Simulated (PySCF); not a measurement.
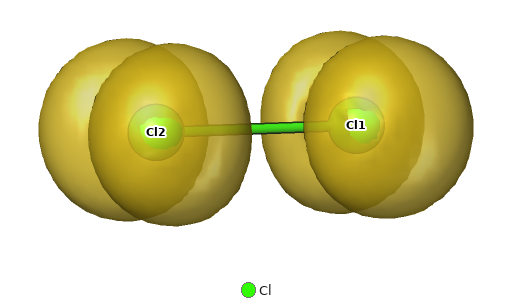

Figure. Cl2 (charge +1, doublet). Isosurfaces of the spin density (α minus β) at +0.04 (yellow) and −0.04 e/Å³ (cyan), seen from one side.

Method: PBE0/jorge-DZP-DKH, spin-free X2C-1e, Gaussian nucleus, at a bond length of 1.926 Å in PySCF.

```xyz
2

Cl    0.0000    0.0000   -0.9630
Cl    0.0000    0.0000    0.9630
```

### Which atoms carry the spin?

The unpaired spin (1 electron) lies mostly on Cl1 (about 0.5) and Cl2 (about 0.5), in electrons by Hirshfeld's partition. Only one sign reaches the isovalue.
